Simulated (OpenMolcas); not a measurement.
CH₆O₃Sn: energy and gradient calculation (part 1 of 2)

System: CH₆O₃Sn, SMILES C[Sn](O)(O)O.
Method: revPBE/def2-SVP, RKS (OpenMolcas 26.06).

The geometry comes from this level: PBE0-D4/def2-TZVP.

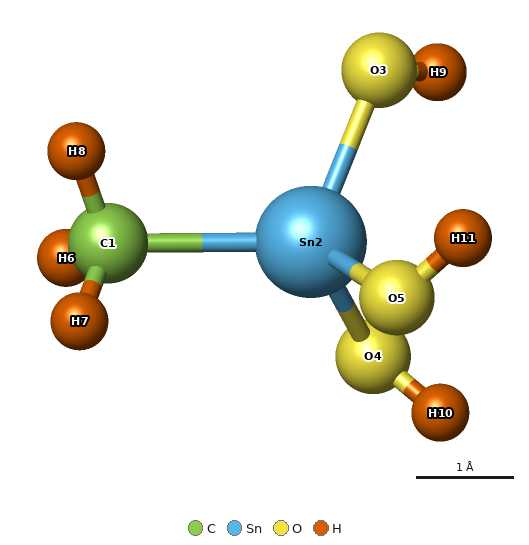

*The structure as given in the input (ball-and-stick view, seen at an oblique angle; atoms are numbered from 1 in the order of the input). Sticks mark near contacts.*

Bond lengths as drawn: C–H 1.09 Å, C–Sn 2.11 Å, H–O 0.96 Å and O–Sn 1.96 Å.

## Key numbers

| quantity | value |
| --- | --- |
| outcome | converged |
| total energy | −481.471344 hartree |
| basis functions | 112 |
| largest force | 1.301 eV/Å |
| HOMO | −6.35 eV |
| LUMO | −1.22 eV |
| dipole moment | 0.06 debye |
| hardware | 1 thread of Intel Xeon @ 2.50GHz (Skylake/Cascade Lake), 96 GiB of memory available, shared host |
| wall time | 83 s |
| peak memory | 0.67 GiB |

## Input
```
* CH6O3Sn Kohn-Sham DFT

&GATEWAY
 BasLib
 $CurrDir
 Coord
 11
 angstrom
 C       -1.634780       0.821450       0.161210
 Sn       0.242220      -0.121540      -0.023890
 O        0.658370      -1.274060       1.505120
 O        1.718000       1.160190      -0.160160
 O        0.358560      -1.259930      -1.614460
 H       -1.512400       1.751180       0.714920
 H       -2.026840       1.031120      -0.832930
 H       -2.314250       0.158830       0.695300
 H        1.532360      -1.093390       1.861260
 H        2.293460       0.964390      -0.904370
 H        0.685300      -2.138250      -1.402000
 Basis
 def2-SVP
 Group
 NoSym

&SEWARD
 GridInput
 Grid=UltraFine
 End of Grid

&SCF
 KSDFT
 revPBE
 Thresholds
 1e-10 1e-07 1e-07 1e-05
 PrOrbitals
 1 1

&ALASKA
```

Launched with:
```bash
export MOLCAS_MEM=1860
pymolcas calc.input > calc.log
```

## Log
```
--- Start Module: gateway ---

                                              &GATEWAY

                       available to each process: 1.9 GB of memory, 1 thread

 Basis Set     1 Label: C.DEF2-SVP
 Basis set is read from library:.
 basistype.tbl is not found

 Basis Set     2 Label: SN.DEF2-SVP
 Basis set is read from library:.
 basistype.tbl is not found

 Basis Set     3 Label: O.DEF2-SVP
 Basis set is read from library:.
 basistype.tbl is not found

 Basis Set     4 Label: H.DEF2-SVP
 Basis set is read from library:.
 basistype.tbl is not found

++    Symmetry information:
      ---------------------

                    Character Table for C1

                             E
                    a        1  x, y, xy, Rz, z, xz, Ry, yz, Rx, I
--

++    Basis set information:
      ----------------------

      Basis set label: C.DEF2-SVP.........

      Electronic valence basis set:
      ------------------
      Associated Effective Charge   6.000000 au
      Associated Actual Charge      6.000000 au
      Nuclear Model: Point charge

      Shell  nPrim  nBasis  Cartesian Spherical Contaminant
         s       7       3        X
         p       4       2        X
         d       1       1                 X

      Basis set label: SN.DEF2-SVP....ECP.....

      Electronic valence basis set:
      ------------------
      Associated Effective Charge  22.000000 au
      Associated Actual Charge     50.000000 au
      Nuclear Model: Point charge

      Shell  nPrim  nBasis  Cartesian Spherical Contaminant
         s      10       4        X
         p       7       4        X
         d       6       2                 X

      Pseudo Potential specification:
      =======================================

      Number of Core Electrons:  28

      Potential  nTerms
           H       2
         s-H       4
         p-H       6
         d-H       6

      Effective Core Potential specification:
      =======================================

      Basis set label: O.DEF2-SVP.........

      Electronic valence basis set:
      ------------------
      Associated Effective Charge   8.000000 au
      Associated Actual Charge      8.000000 au
      Nuclear Model: Point charge

      Shell  nPrim  nBasis  Cartesian Spherical Contaminant
         s       7       3        X
         p       4       2        X
         d       1       1                 X

      Basis set label: H.DEF2-SVP.........

      Electronic valence basis set:
      ------------------
      Associated Effective Charge   1.000000 au
      Associated Actual Charge      1.000000 au
      Nuclear Model: Point charge

      Shell  nPrim  nBasis  Cartesian Spherical Contaminant
         s       4       2        X
         p       1       1        X
--

++    Molecular structure info:
      -------------------------

                    ************************************************
                    **** Cartesian Coordinates / bohr, angstrom ****
                    ************************************************

     Center  Label                x              y              z                     x              y              z
        1      C1              -3.089286       1.552316       0.304643             -1.634780       0.821450       0.161210
        2      SN2              0.457729      -0.229677      -0.045146              0.242220      -0.121540      -0.023890
        3      O3               1.244139      -2.407624       2.844265              0.658370      -1.274060       1.505120
        4      O4               3.246549       2.192441      -0.302659              1.718000       1.160190      -0.160160
        5      O5               0.677580      -2.380923      -3.050887              0.358560      -1.259930      -1.614460
        6      H6              -2.858022       3.309251       1.351003             -1.512400       1.751180       0.714920
        7      H7              -3.830173       1.948534      -1.574010             -2.026840       1.031120      -0.832930
        8      H8              -4.373299       0.300145       1.313927             -2.314250       0.158830       0.695300
        9      H9               2.895741      -2.066208       3.517272              1.532360      -1.093390       1.861260
       10      H10              4.334011       1.822433      -1.709012              2.293460       0.964390      -0.904370
       11      H11              1.295029      -4.040707      -2.649396              0.685300      -2.138250      -1.402000

                    ***************************************
                    *    InterNuclear Distances / bohr    *
                    ***************************************

               1 C1            2 SN2           3 O3            4 O4            5 O5            6 H6
    1 C1       0.000000
    2 SN2      3.984868        0.000000
    3 O3       6.396044        3.702781        0.000000
    4 O4       6.396983        3.702768        5.922278        0.000000
    5 O5       6.396814        3.702793        5.922374        5.921826        0.000000
    6 H6       2.057954        5.046528        7.193067        6.422433        8.015934        0.000000
    7 H7       2.057969        5.046596        8.015354        7.194152        6.422243        3.369321
    8 H8       2.057978        5.046446        6.421025        8.015998        7.193824        3.369296
    9 H9       7.696444        4.691221        1.815845        5.731581        6.939740        8.166643
   10 H10      7.696305        4.690967        6.940679        1.815849        5.730473        7.956108
   11 H11      7.696133        4.691177        5.731479        6.940299        1.815853        9.341997

               7 H7            8 H8            9 H9           10 H10          11 H11
    7 H7       0.000000
    8 H8       3.369325        0.000000
    9 H9       9.342227        7.955708        0.000000
   10 H10      8.166274        9.341989        6.671146        0.000000
   11 H11      7.955826        8.165835        6.669986        6.670543        0.000000

                    *******************************************
                    *    InterNuclear Distances / angstrom    *
                    *******************************************

               1 C1            2 SN2           3 O3            4 O4            5 O5            6 H6
    1 C1       0.000000
    2 SN2      2.108701        0.000000
    3 O3       3.384641        1.959427        0.000000
    4 O4       3.385138        1.959420        3.133935        0.000000
    5 O5       3.385048        1.959434        3.133985        3.133695        0.000000
    6 H6       1.089022        2.670508        3.806407        3.398605        4.241849        0.000000
    7 H7       1.089030        2.670544        4.241543        3.806981        3.398504        1.782968
    8 H8       1.089035        2.670464        3.397860        4.241883        3.806808        1.782955
    9 H9       4.072783        2.482487        0.960904        3.033022        3.672352        4.321601
   10 H10      4.072709        2.482353        3.672849        0.960906        3.032436        4.210191
   11 H11      4.072618        2.482464        3.032968        3.672648        0.960908        4.943572

               7 H7            8 H8            9 H9           10 H10          11 H11
    7 H7       0.000000
    8 H8       1.782970        0.000000
    9 H9       4.943694        4.209979        0.000000
   10 H10      4.321406        4.943568        3.530218        0.000000
   11 H11      4.210042        4.321174        3.529605        3.529899        0.000000

                    **************************************
                    *    Valence Bond Angles / degree    *
                    **************************************
                          Atom centers                 Phi
                      6 H6       1 C1       7 H7       109.89
                      6 H6       1 C1       8 H8       109.89
                      7 H7       1 C1       8 H8       109.89
--

            Nuclear Potential Energy            302.22205163 au

--- Stop Module: gateway /rc=_RC_ALL_IS_WELL_ ---

--- Start Module: seward ---

                                              &SEWARD

                       available to each process: 1.9 GB of memory, 1 thread

               SEWARD will generate:
                  Multipole Moment integrals up to order  2
                  Kinetic Energy integrals
                  Nuclear Attraction integrals (point charge)
                  One-Electron Hamiltonian integrals modified with ECP contributions
                  Velocity integrals
                  Pseudo Potential integrals
                  Orbital angular momentum around (  0.5266  -0.2644  -0.0519 )
                  Velocity quadrupole around (  0.5266  -0.2644  -0.0519 )
                  Two-Electron Repulsion integrals

                   Integrals are discarded if absolute value <: 1.00E-14
                   Integral cutoff threshold is set to       <: 1.00E-16

            Nuclear Potential Energy            302.22205163 au

      Basis set specifications :
      Symmetry species         a
      Basis functions          112

--- Stop Module: seward /rc=_RC_ALL_IS_WELL_ ---
--- Module seward spent 7 seconds ---

--- Start Module: scf ---

                                                &SCF

                       available to each process: 1.9 GB of memory, 1 thread

 ###############################################################################
 ###     Minimized-density-differences option turned off!                    ###
 ###############################################################################
++    Input section:
      --------------

      Header of the integral files:

      Cartesian coordinates in angstrom:
      -----------------------------------------------------
      No.  Label        X            Y            Z
      -----------------------------------------------------
       1   C1        -1.63478000   0.82145000   0.16121000
       2   SN2        0.24222000  -0.12154000  -0.02389000
       3   O3         0.65837000  -1.27406000   1.50512000
       4   O4         1.71800000   1.16019000  -0.16016000
       5   O5         0.35856000  -1.25993000  -1.61446000
       6   H6        -1.51240000   1.75118000   0.71492000
       7   H7        -2.02684000   1.03112000  -0.83293000
       8   H8        -2.31425000   0.15883000   0.69530000
       9   H9         1.53236000  -1.09339000   1.86126000
      10   H10        2.29346000   0.96439000  -0.90437000
      11   H11        0.68530000  -2.13825000  -1.40200000
      -----------------------------------------------------
      Nuclear repulsion energy =  302.22205163
--

++    Orbital specifications:
      -----------------------

      Symmetry species               1
                                     a
      Frozen orbitals                0
      Occupied orbitals             29
      Secondary orbitals            83
      Deleted orbitals               0
      Total number of orbitals     112
      Number of basis functions    112
--

      Molecular charge                           0.000

      Numerical integration parameters
      --------------------------------
      Radial quadrature type:                         MHL
      Size of radial grid:                            99
      Lebedev angular grid:                           41
      Angular grid pruned with the crowding factor:  1.00E+10
                                 and fading factor:  1.00E+01
      Screening threshold for integral computation:   1.00E-11
      Radial quadrature accuracy:                     1.00E-25
      Maximum batch size:                             128
      AO values are stored on disk
      The same grid will be used for all iterations.

      DFT functional specifications
      -----------------------------
      Using Libxc version: 6.2.2
      Please cite the following reference:
      S. Lehtola, C. Steigemann, M. J.T. Oliveira, and M. A.L. Marques.,  SoftwareX 7, 1–5 (2018) doi:10.1016/j.softx.2017.11.002

      * Revised PBE from Zhang & Yang
        - Y. Zhang and W. Yang.,  Phys. Rev. Lett. 80, 890 (1998) doi:10.1103/PhysRevLett.80.890
      * Perdew, Burke & Ernzerhof
        - J. P. Perdew, K. Burke, and M. Ernzerhof.,  Phys. Rev. Lett. 77, 3865 (1996) doi:10.1103/PhysRevLett.77.3865
        - J. P. Perdew, K. Burke, and M. Ernzerhof.,  Phys. Rev. Lett. 78, 1396 (1997) doi:10.1103/PhysRevLett.78.1396

++    Optimization specifications:
      ----------------------------
```
